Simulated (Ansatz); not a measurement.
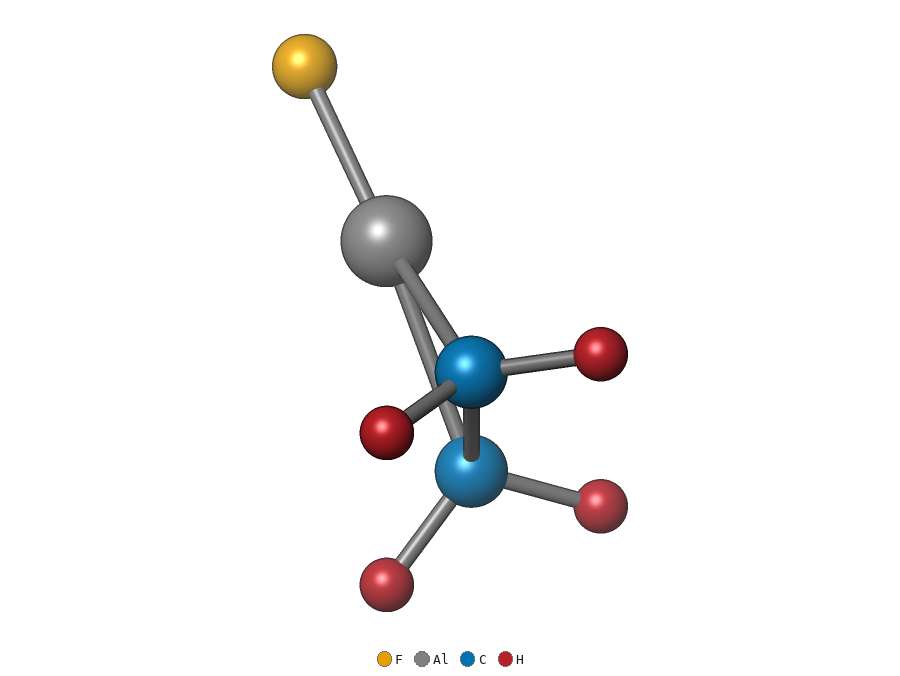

Rendered structure (ball-and-stick style). Every bond is drawn as one stick, whatever its order.

The computed structure is the end point of a PBE0-D4/def2-TZVP optimisation. No frequency run is at hand to confirm it as a minimum.

> Which formula does it have?

C₂H₄AlF, 8 atoms: 2 carbon, 4 hydrogen, 1 aluminium and 1 fluorine.

> Count the bonded pairs by element.

4 C–H, 2 C–Al, 1 Al–F, 1 C–C.

> Which point group does it belong to?

C2v.

> What is its SMILES?

[F][Al]1[CH2][CH2]1

More results for the same structure follow; atom numbers are the same in all pictures, views and colours differ.

**Shape**

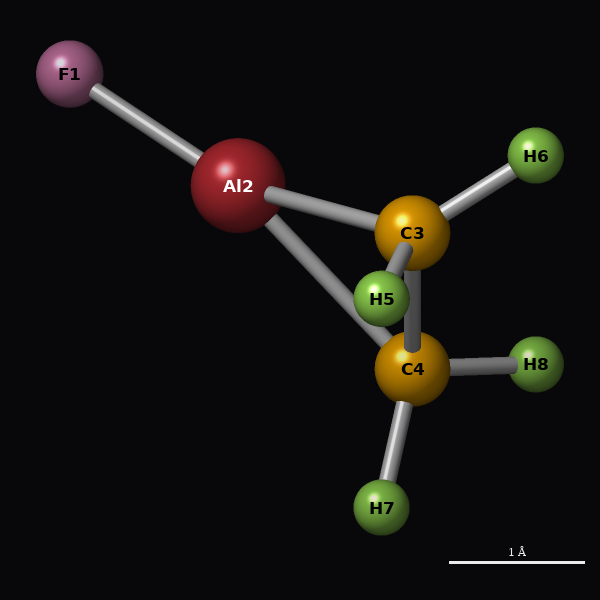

The atoms are numbered. No frequency run is at hand to confirm it as a minimum.

> What is the dihedral angle F1–Al2–C4–C3?

180° in size, that is anti.

**Electronic properties**

No frequency run is at hand to confirm it as a minimum. Method: RKS PBE0-D4/def2-TZVPP (Ansatz 0.2.0).

> Give the HOMO–LUMO gap at this level.

5.21 eV.

> Estimate the HOMO energy (Kohn–Sham orbital).

−6.27 eV.

> Give the dispersion correction at this level.

−9.8 kJ/mol.

**Charges**

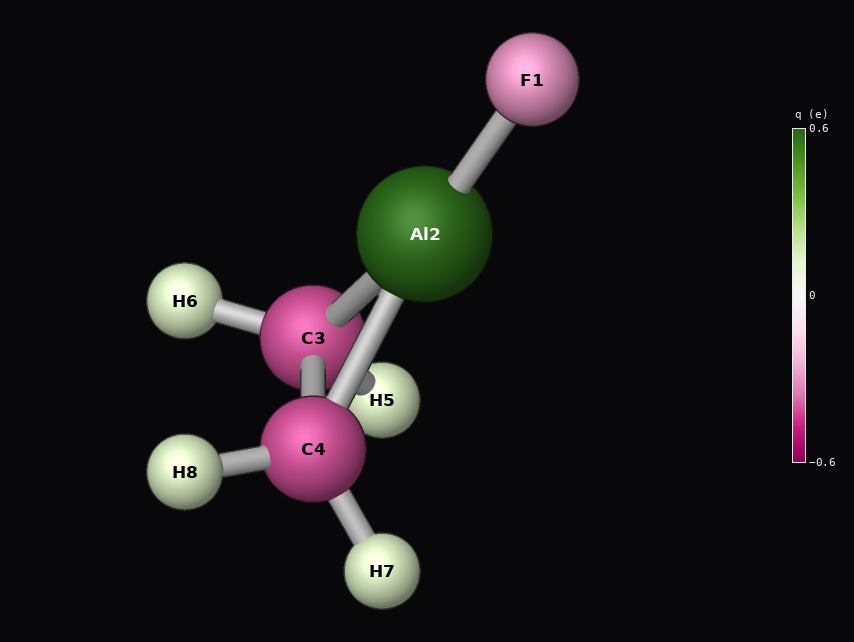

Atoms are coloured by their Mulliken charges. No frequency run is at hand to confirm it as a minimum. Level of theory: RKS PBE0-D4/def2-TZVP (Ansatz 0.2.0).

> Which atom carries the highest charge (most positive or least negative)?

Al2 (0.58 e).

> And the lowest?

C3, C4 (−0.40 e).

Give the Mulliken charges atom by atom.

| atom | value (e) |
| --- | --- |
| F1 | −0.30 |
| Al2 | 0.58 |
| C3 | −0.40 |
| C4 | −0.40 |
| H5 | 0.13 |
| H6 | 0.13 |
| H7 | 0.13 |
| H8 | 0.13 |

**Dipole moment**

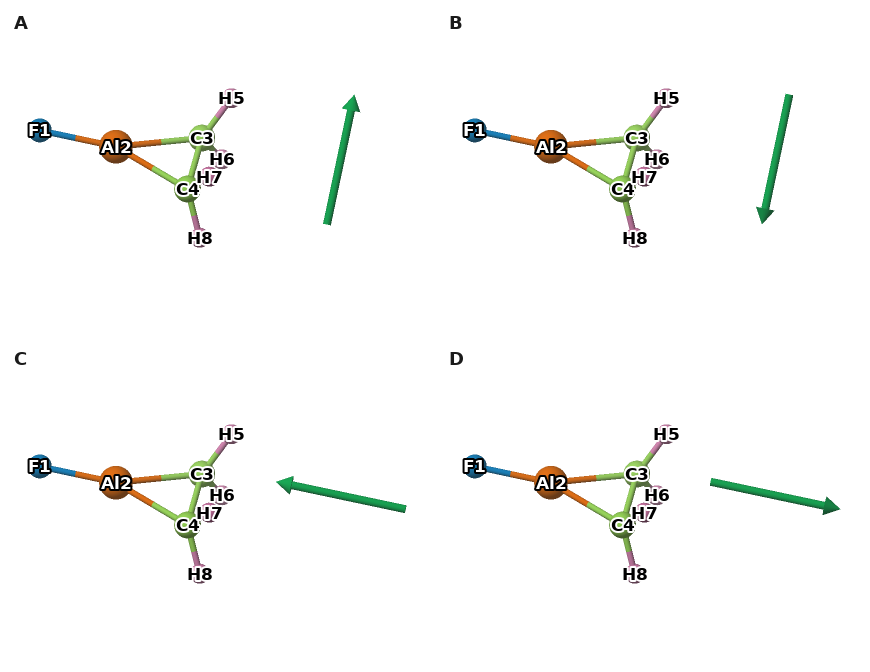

The same molecule four times, each with an arrow. No frequency run is at hand to confirm it as a minimum. Method: RKS PBE0-D4/def2-TZVP (Ansatz 0.2.0).

> Which arrow points along the dipole moment, from the negative to the positive end?

D. The dipole moment is 0.60 D; it points from the side of F1 to the side of H5, H6, H7, H8 (the outermost atoms at the two ends).

Mulliken values depend strongly on the basis set and can even reverse the polarity of a bond.
